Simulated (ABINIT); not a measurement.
# Beyond one shot: LiHF2 (C2/m)

Wanted: G0W0 and self-consistent gaps of LiHF2 (C2/m), with the cost of the cycles.

Calculated with ABINIT 10.8.3; PBEsol and many-body steps on it, plane waves.

## (1) The structure

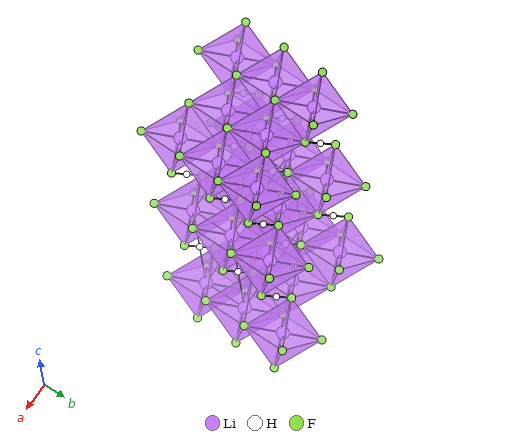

The cell as given, from a free direction (lithium purple, hydrogen white, fluorine green). 1×2×2 cells are drawn. This picture shows the conventional cell, with its axes. Some periodic images of atoms are drawn too.

The cell and positions are those that the Materials Project relaxed with its own functionals (PBE, PBE+U or r2SCAN), kept fixed.

## (2) Empty states on the mesh, 4×4×2 mesh, 34 bands

This step: ABINIT 10.8.3; DFT, PBEsol, plane waves, norm-conserving pseudopotentials.

The sums over transitions need many empty states on a uniform mesh; this step solves for them.

Input file run.abi:

```
acell 3*1.0 Angstrom
rprim 
  2.547496000000 -1.534899000000 0.000000000000
  2.547496000000 1.534899000000 0.000000000000
  -2.526944000000 -0.000000000000 4.201520000000
ntypat 3
znucl 3 1 9
natom 4
typat 1 2 3 3
xred 
  0.000000000000 0.000000000000 0.000000000000
  0.000000000000 0.000000000000 0.500000000000
  0.209803000000 0.209803000000 0.750702000000
  0.790197000000 0.790197000000 0.249298000000
pp_dirpath "pseudos"
pseudos "Li.upf, H.upf, F.upf"
ecut 36
ngkpt 4 4 2
nshiftk 1
shiftk 0 0 0
kptopt 1
chksymbreak 0
iscf -2
irdden 1
istwfk *1
nband 34
nbdbuf 4
tolwfr 1e-09
nstep 60
prtvol 0
indata_prefix "in"
outdata_prefix "out"
tmpdata_prefix "tmp"
```

The run is started by

```bash
$ OMP_NUM_THREADS=1 mpirun -n 4 abinit run.abi > log
```

Numbers of over 12 decimals in the logs are rounded to 6 here.

The log of the run:

```text
.Version 10.8.3 of ABINIT. v10.8.2 released Aug 2026.

 Symmetries : space group C2/m (# 12); Bravais mC (1-face-center monocl.)
[... echo of the input left out ...]
== DATASET  1 ==================================================================
-   mpi_nproc: 4, omp_nthreads: 1 (-1 if OMP is not activated)

--- !DatasetInfo
iteration_state: {dtset: 1, }
dimensions: {natom: 4, nkpt: 14, mband: 34, nsppol: 1, nspinor: 1, nspden: 1, mpw: 2327, }
cutoff_energies: {ecut:  36.0, pawecutdg:  -1.0, }
[...]
0.83642    0.85245    0.92495    0.94834    0.94847    0.99702    1.04828    1.09624
   1.16534    1.19406    1.24794    1.27851    1.42398    1.42780    1.55149    1.55361
   1.62304    1.70821
 prteigrs : prtvol=0 or 1, do not print more k-points.

== END DATASET(S) ==============================================================
================================================================================

 -outvars: echo values of variables after computation  --------
            nband          34
             nkpt          14
          spgroup          12
 [... the other variables as echoed above ...]

 Calculation completed.
```

The job ended after 5.9 s (4 MPI ranks of Arm Neoverse V1, shared host; peak memory 0.26 GiB).

Numbers from this step:

* gap: 8.408 eV
* k of the valence top: 0, 0, 0.5
* k of the conduction bottom: 0, 0, 0
* least direct gap: 8.531 eV
* k points computed: 14
* lowest point of the top converged band, above the valence top: 41.45 eV

On this mesh the gap is 8.408 eV.

The density comes from a self-consistent run that is not shown.

## (3) Screening, 4×4×2 mesh, 30 bands, screening to 106.1 eV

The RPA dielectric matrix is built and inverted for each q.

This step: RPA screening on PBEsol, plane waves, norm-conserving pseudopotentials.

Edit run.abi of step 2 so:

```diff
@@ -22,10 +22,11 @@
 chksymbreak 0
-iscf -2
-irdden 1
 istwfk *1
-nband 34
-nbdbuf 4
-tolwfr 1e-09
-nstep 60
-prtvol 0
+occopt 1
+irdwfk 1
+optdriver 3
+nband 30
+ecuteps 3.9
+inclvkb 2
+awtr 1
+symchi 1
 indata_prefix "in"
```

The log of the run:

```text
.Version 10.8.3 of ABINIT. v10.8.2 released Aug 2026.

 Symmetries : space group C2/m (# 12); Bravais mC (1-face-center monocl.)
[... echo of the input left out ...]
== DATASET  1 ==================================================================
-   mpi_nproc: 4, omp_nthreads: 1 (-1 if OMP is not activated)

--- !DatasetInfo
iteration_state: {dtset: 1, }
dimensions: {natom: 4, nkpt: 14, mband: 30, nsppol: 1, nspinor: 1, nspden: 1, mpw: 2327, }
cutoff_energies: {ecut:  36.0, pawecutdg:  -1.0, }
electrons: {nelect:   1.80000000E+01, charge:   0.00000000E+00, occopt:   1.00000000E+00, tsmear:   1.00000000E-02, }

 SCREENING: Calculation of the susceptibility and dielectric matrices

 Based on a program developped by R.W. Godby, V. Olevano, G. Onida, and L. Reining.
 Incorporated in ABINIT by V. Olevano, G.-M. Rignanese, and M. Torrent.
.Using double precision arithmetic ; gwpc =  8

[... cell and pseudopotentials left out ...]
--------------------------------------------------------------------------------

 ==== K-mesh for the wavefunctions ====
 Number of points in the irreducible wedge :    14
[... list of points left out ...]
 Together with  4 symmetry operations and time-reversal symmetry
 yields    32 points in the full Brillouin Zone.

 ==== Q-mesh for the screening function ====
 Number of points in the irreducible wedge :    14
[... list of points left out ...]
 Together with  4 symmetry operations and time-reversal symmetry
 yields    32 points in the full Brillouin Zone.

 setmesh: FFT mesh size selected  =    20x   20x   30
          total number of points  =        12000

 vcoul_init : cutoff-mode = AUXILIARY_FUNCTION
 q-points for optical limit:   1
     1)      0.000010    0.000020    0.000030

- screening: taking advantage of time-reversal symmetry
- Maximum band index for partially occupied states nbvw = 9
- Remaining bands to be divided among processors   nbcw = 21
- Number of bands treated by each node ~5

 Number of electrons calculated from density =   18.0000; Expected =   18.0000
 average of density, n =  0.081179
 r_s =    1.4327
 omega_plasma =   27.4839 [eV]

 calculating chi0 at frequencies [eV] :
  1    0.000000E+00    0.000000E+00
  2    0.000000E+00    2.748392E+01

--------------------------------------------------------------------------------
  q-point number  1        q = ( 0.000000, 0.000000, 0.000000) [r.l.u.]
--------------------------------------------------------------------------------
[... chi0 elements left out ...]
 For q-point:  0.000010 0.000020 0.000030
  dielectric constant =   2.0483
  dielectric constant without local fields =   2.1390

  Average fulfillment of the sum rule on Im[epsilon] for q-point    1 :     30.15  [%]
[... wings left out ...]
  q-point number  2        q = ( 0.250000, 0.000000, 0.000000) [r.l.u.]
--------------------------------------------------------------------------------
[... chi0 elements left out ...]
  Average fulfillment of the sum rule on Im[epsilon] for q-point    2 :     43.68  [%]

 [... 12 further q-points ...]
```

Run time: 6.1 s. Hardware: 4 MPI ranks; peak memory 0.46 GiB; 24 s of CPU time.

Numbers from this step:

```yaml
eps_infinity_with_local_fields_on_this_mesh_along_the_program_s_q_direction: 2.048
the_same_without_local_fields: 2.139
plasma_frequency: 27.48 eV
plane_waves_in_the_screening_matrix: 89
```

Local fields lower ε∞ by 4 %. On a Γ-centred mesh this coarse the value itself is usually too large, while a short band sum pulls it down.

## (4) G0W0

The self-energy is evaluated for the states that the input lists, and the levels follow from it, in one-shot runs by the linearised quasiparticle equation.

This step: G0W0 on PBEsol, plane waves, norm-conserving pseudopotentials.

Edit run.abi of step 3 so:

```diff
@@ -25,8 +25,17 @@
 irdwfk 1
-optdriver 3
+optdriver 4
 nband 30
+gwcalctyp 0
+ecutsigx 36
+symsigma 1
+nkptgw 2
+kptgw 
+  0.0000000000 0.0000000000 0.5000000000
+  0.0000000000 0.0000000000 0.0000000000
+bdgw 
+  8 11
+  8 11
 ecuteps 3.9
-inclvkb 2
-awtr 1
-symchi 1
+irdscr 1
+ppmodel 1
 indata_prefix "in"
```

The log of the run:

```text
.Version 10.8.3 of ABINIT. v10.8.2 released Aug 2026.

 Symmetries : space group C2/m (# 12); Bravais mC (1-face-center monocl.)
[... echo of the input left out ...]
== DATASET  1 ==================================================================
-   mpi_nproc: 4, omp_nthreads: 1 (-1 if OMP is not activated)

--- !DatasetInfo
iteration_state: {dtset: 1, }
dimensions: {natom: 4, nkpt: 14, mband: 30, nsppol: 1, nspinor: 1, nspden: 1, mpw: 2327, }
cutoff_energies: {ecut:  36.0, pawecutdg:  -1.0, }
electrons: {nelect:   1.80000000E+01, charge:   0.00000000E+00, occopt:   1.00000000E+00, tsmear:   1.00000000E-02, }

 SIGMA: Calculation of the GW corrections

 Based on a program developped by R.W. Godby, V. Olevano, G. Onida, and L. Reining.
 Incorporated in ABINIT by V. Olevano, G.-M. Rignanese, and M. Torrent.
.Using double precision arithmetic ; gwpc =  8

[... cell and pseudopotentials left out ...]
--------------------------------------------------------------------------------

 ==== K-mesh for the wavefunctions ====
 Number of points in the irreducible wedge :    14
[... list of points left out ...]
 Together with  4 symmetry operations and time-reversal symmetry
 yields    32 points in the full Brillouin Zone.

 ==== Q-mesh for screening function ====
 Number of points in the irreducible wedge :    14
[... list of points left out ...]
 Together with  4 symmetry operations and time-reversal symmetry
 yields    32 points in the full Brillouin Zone.

 vcoul_init : cutoff-mode = AUXILIARY_FUNCTION
 q-points for optical limit:   1
     1)      0.000010    0.000020    0.000030
 setmesh: FFT mesh size selected  =    27x   27x   45
          total number of points  =        32805

 Number of electrons calculated from density =   18.0000; Expected =   18.0000
 average of density, n =  0.081179
 r_s =    1.4327
 omega_plasma =   27.4839 [eV]

 === KS Band Gaps ===
  >>>> For spin  1
   Minimum direct gap =   8.5313 [eV], located at k-point      :   0.0000  0.0000  0.0000
   Fundamental gap    =   8.4081 [eV], Top of valence bands at :   0.0000  0.0000  0.5000
                                       Bottom of conduction at :   0.0000  0.0000  0.0000
 SIGMA fundamental parameters:
 PLASMON POLE MODEL  1
 number of plane-waves for SigmaX                 2327
 number of plane-waves for SigmaC and W             89
 number of plane-waves for wavefunctions          2327
 number of bands                                    30
 number of independent spin polarizations            1
 number of spinorial components                      1
 number of k-points in IBZ                          14
 number of q-points in IBZ                          14
 number of symmetry operations                       4
 number of k-points in BZ                           32
 number of q-points in BZ                           32
 number of frequencies for dSigma/dE                 9
 frequency step for dSigma/dE [eV]                0.25
 number of omega for Sigma on real axis              0
 max omega for Sigma on real axis  [eV]           0.00
 zcut for avoiding poles [eV]                     0.10

 EPSILON^-1 parameters (SCR file):
 dimension of the eps^-1 matrix on file             89
 dimension of the eps^-1 matrix used                89
 number of plane-waves for wavefunctions          2327
 number of bands                                    30
 number of q-points in IBZ                          14
 number of frequencies                               2
 number of real frequencies                          1
 number of imag frequencies                          1

 matrix elements of self-energy operator (all in [eV])

 Perturbative Calculation

--- !SelfEnergy_ee
iteration_state: {dtset: 1, }
kpoint     : [   0.000,    0.000,    0.500, ]
spin       : 1
KS_gap     :    9.591
QP_gap     :   14.101
Delta_QP_KS:    4.510
data: !SigmaeeData |
     Band     E0 <VxcDFT>   SigX SigC(E0)      Z dSigC/dE  Sig(E)    E-E0       E
        8  -2.711 -22.449 -30.373   4.915   0.833  -0.201 -24.954  -2.505  -5.216
        9  -2.601 -22.716 -30.636   4.956   0.832  -0.202 -25.183  -2.467  -5.067
       10   6.990 -10.436  -5.691  -2.467   0.897  -0.114  -8.392   2.044   9.034
       11   9.683 -11.936  -6.668  -2.620   0.891  -0.122  -9.577   2.360  12.042

--- !SelfEnergy_ee
iteration_state: {dtset: 1, }
kpoint     : [   0.000,    0.000,    0.000, ]
spin       : 1
KS_gap     :    8.531
QP_gap     :   12.638
Delta_QP_KS:    4.107
data: !SigmaeeData |
     Band     E0 <VxcDFT>   SigX SigC(E0)      Z dSigC/dE  Sig(E)    E-E0       E
        8  -2.809 -22.503 -30.483   4.958   0.832  -0.202 -25.017  -2.513  -5.323
        9  -2.724 -23.300 -30.563   4.649   0.836  -0.196 -25.486  -2.186  -4.910
       10   5.807 -10.780  -6.129  -2.514   0.899  -0.112  -8.859   1.921   7.729
       11  10.146  -8.563  -3.435  -2.744   0.903  -0.107  -6.409   2.153  12.300

== END DATASET(S) ==============================================================
================================================================================

 -outvars: echo values of variables after computation  --------
           etotal      0.0000000000E+00
            nband          30
             nkpt          14
          spgroup          12
 [... the other variables as echoed above ...]

 Calculation completed.
```

Wall time 2.9 s (4 MPI ranks); peak memory 0.11 GiB; 11 s of CPU time.

This step gave:

```yaml
g0w0_gap_on_the_points_computed: 12.64 eV
starting_gap_on_the_mesh: 8.408 eV
k_of_the_valence_top: 0, 0, 0
k_of_the_conduction_bottom: 0, 0, 0
z_at_the_valence_top: 0.836
z_at_the_conduction_bottom: 0.899
least_direct_g0w0_gap_on_the_computed_points: 12.64 eV
```

The gap on the mesh goes from 8.41 eV to 12.64 eV, a correction of +4.23 eV.

## (5) evGW0, cycle 1

This step: evGW0 on PBEsol, plane waves, norm-conserving pseudopotentials.

Edit run.abi of step 4 so:

```diff
@@ -27,12 +27,36 @@
 nband 30
-gwcalctyp 0
+gwcalctyp 10
 ecutsigx 36
 symsigma 1
-nkptgw 2
+nkptgw 14
 kptgw 
+  0.0000000000 0.0000000000 0.0000000000
+  0.2500000000 0.0000000000 0.0000000000
+  0.5000000000 0.0000000000 0.0000000000
+  0.2500000000 0.2500000000 0.0000000000
+  0.5000000000 0.2500000000 0.0000000000
+  -0.2500000000 0.2500000000 0.0000000000
+  0.5000000000 0.5000000000 0.0000000000
   0.0000000000 0.0000000000 0.5000000000
-  0.0000000000 0.0000000000 0.0000000000
+  0.2500000000 0.0000000000 0.5000000000
+  0.5000000000 0.0000000000 0.5000000000
+  0.2500000000 0.2500000000 0.5000000000
+  0.5000000000 0.2500000000 0.5000000000
+  -0.2500000000 0.2500000000 0.5000000000
+  0.5000000000 0.5000000000 0.5000000000
 bdgw 
-  8 11
-  8 11
+  1 13
+  1 13
+  1 13
+  1 13
+  1 13
+  1 13
+  1 13
+  1 13
+  1 13
+  1 13
+  1 13
+  1 13
+  1 13
+  1 13
 ecuteps 3.9
```

The log of the run:

```text
.Version 10.8.3 of ABINIT. v10.8.2 released Aug 2026.

 Symmetries : space group C2/m (# 12); Bravais mC (1-face-center monocl.)
[... echo of the input left out ...]
== DATASET  1 ==================================================================
-   mpi_nproc: 4, omp_nthreads: 1 (-1 if OMP is not activated)

--- !DatasetInfo
iteration_state: {dtset: 1, }
dimensions: {natom: 4, nkpt: 14, mband: 30, nsppol: 1, nspinor: 1, nspden: 1, mpw: 2327, }
cutoff_energies: {ecut:  36.0, pawecutdg:  -1.0, }
electrons: {nelect:   1.80000000E+01, charge:   0.00000000E+00, occopt:   1.00000000E+00, tsmear:   1.00000000E-02, }

 SIGMA: Calculation of the GW corrections

 Based on a program developped by R.W. Godby, V. Olevano, G. Onida, and L. Reining.
 Incorporated in ABINIT by V. Olevano, G.-M. Rignanese, and M. Torrent.
.Using double precision arithmetic ; gwpc =  8

[... cell and pseudopotentials left out ...]
--------------------------------------------------------------------------------

 ==== K-mesh for the wavefunctions ====
 Number of points in the irreducible wedge :    14
[... list of points left out ...]
 Together with  4 symmetry operations and time-reversal symmetry
 yields    32 points in the full Brillouin Zone.

 ==== Q-mesh for screening function ====
 Number of points in the irreducible wedge :    14
[... list of points left out ...]
 Together with  4 symmetry operations and time-reversal symmetry
 yields    32 points in the full Brillouin Zone.

 vcoul_init : cutoff-mode = AUXILIARY_FUNCTION
 q-points for optical limit:   1
     1)      0.000010    0.000020    0.000030
 setmesh: FFT mesh size selected  =    27x   27x   45
          total number of points  =        32805

 Number of electrons calculated from density =   18.0000; Expected =   18.0000
[...]
QP_gap     :   18.374
Delta_QP_KS:    4.923
data: !SigmaeeData |
     Band     E_DFT   <VxcDFT>   E(N-1)  <Hhartree>   SigX  SigC[E(N-1)]    Z     dSigC/dE  Sig[E(N)]  DeltaE  E(N)_pert E(N)_diago
[...]
--- !SelfEnergy_ee
iteration_state: {dtset: 1, }
kpoint     : [   0.500,    0.500,    0.500, ]
spin       : 1
KS_gap     :   12.808
QP_gap     :   17.734
Delta_QP_KS:    4.926
data: !SigmaeeData |
     Band     E_DFT   <VxcDFT>   E(N-1)  <Hhartree>   SigX  SigC[E(N-1)]    Z     dSigC/dE  Sig[E(N)]  DeltaE  E(N)_pert E(N)_diago
[...]
12    13.690   -12.180    13.690    25.869    -6.007    -2.766     0.885    -0.130    -9.164     3.016    16.706    17.097
       13    14.820   -13.880    14.820    28.700    -7.206    -2.831     0.876    -0.142   -10.514     3.367    18.186    18.663

 New Fermi energy :        4.790188E-02 Ha ,    1.303477E+00 eV
 New Exchange energy :    -1.064401E+01 Ha ,   -2.896383E+02 eV

 === QP Band Gaps ===
  >>>> For spin  1
   Minimum direct gap =  13.2825 [eV], located at k-point      :   0.0000  0.0000  0.0000
   Fundamental gap    =  13.2825 [eV], Top of valence bands at :   0.0000  0.0000  0.0000
                                       Bottom of conduction at :   0.0000  0.0000  0.0000

 writing QP data on file : out_QPS

 Convergence of QP corrections
 >>>>> For spin  1 <<<<<
.  kptgw no:  1; Maximum DeltaE = (  -9.786   0.048) for band index:  1
.  kptgw no:  2; Maximum DeltaE = (  -9.761   0.055) for band index:  1
.  kptgw no:  3; Maximum DeltaE = (  -9.771   0.049) for band index:  1
[...]
.  kptgw no: 13; Maximum DeltaE = (  -9.729   0.047) for band index:  1
.  kptgw no: 14; Maximum DeltaE = (  -9.682   0.036) for band index:  1

== END DATASET(S) ==============================================================
================================================================================

 -outvars: echo values of variables after computation  --------
           etotal      0.0000000000E+00
            nband          30
             nkpt          14
          spgroup          12
 [... the other variables as echoed above ...]

 Calculation completed.
```

Run time: 24 s. Hardware: 4 MPI ranks; peak memory 0.91 GiB; 95 s of CPU time.

This step gave:

| Property | Result |
| --- | --- |
| quasiparticle gap on the mesh | 13.28 eV |
| gap of the density functional on the mesh | 8.408 eV |
| k of the valence top | 0, 0, 0 |
| k of the conduction bottom | 0, 0, 0 |
| Z at the valence top | 0.836 |
| Z at the conduction bottom | 0.899 |
| least direct quasiparticle gap on the computed points | 13.28 eV |

Against G0W0 in ABINIT (4×4×2 mesh, 30 bands, screening to 106.1 eV, Godby-Needs plasmon pole), the gap moves by +0.644 eV. This first cycle still uses the starting levels; it takes the full correction, at all points of the mesh, and its linearised value is 12.639 eV.

## (6) evGW0, cycle 2

The corrected levels of the last cycle go back in.

Edit run.abi of step 5 so:

```diff
@@ -64,2 +64,3 @@
 ppmodel 1
+irdqps 1
 indata_prefix "in"
```

The log of the run:

```text
.Version 10.8.3 of ABINIT. v10.8.2 released Aug 2026.

 Symmetries : space group C2/m (# 12); Bravais mC (1-face-center monocl.)
[... echo of the input left out ...]
== DATASET  1 ==================================================================
-   mpi_nproc: 4, omp_nthreads: 1 (-1 if OMP is not activated)

--- !DatasetInfo
iteration_state: {dtset: 1, }
dimensions: {natom: 4, nkpt: 14, mband: 30, nsppol: 1, nspinor: 1, nspden: 1, mpw: 2327, }
cutoff_energies: {ecut:  36.0, pawecutdg:  -1.0, }
[...]
.  kptgw no:  3; Maximum DeltaE = (   0.613  -0.031) for band index:  3
[...]
.  kptgw no: 13; Maximum DeltaE = (   0.591  -0.023) for band index:  3
.  kptgw no: 14; Maximum DeltaE = (   0.601  -0.105) for band index:  3

== END DATASET(S) ==============================================================
================================================================================

 -outvars: echo values of variables after computation  --------
           etotal      0.0000000000E+00
            nband          30
             nkpt          14
          spgroup          12
 [... the other variables as echoed above ...]

 Calculation completed.
```

It took 24 s on 4 MPI ranks; peak memory 0.91 GiB; 95 s of CPU time.

Numbers from this step:

- quasiparticle gap on the mesh: 13.24 eV
- gap of the density functional on the mesh: 8.408 eV
- k of the valence top: 0, 0, 0
- k of the conduction bottom: 0, 0, 0
- least direct quasiparticle gap on the computed points: 13.24 eV

Against the cycle before, the gap moves by −0.046 eV.

(Part 1 of 3 ends here.)

[Paths, hosts, dates, memory and timing lines, banners, echoed tables and standing remarks are left out of the program output.]

[Logs are printed without paths, hosts, clocks, repeated set-up lines and the standing remarks that a program may print on its own settings, such as how far it seeks lower states.]

[Runs of the session that timed out or met a known fault of the program may be left out.]

[Hosts, paths, dates, database ids (printed as entryN), source tags and the programs' standing remarks are cut or masked in the printed files.]

[G0W0 gaps are taken among the corrected bands and points alone; a level outside them can change the order at an edge.]

[Where Ansatz stands beside ABINIT at settings called matched, ABINIT's density can come from a denser mesh and the files from another edition; pairs whose starting gaps differed by over 0.03 eV were left out, so agreement reads better than it is.]
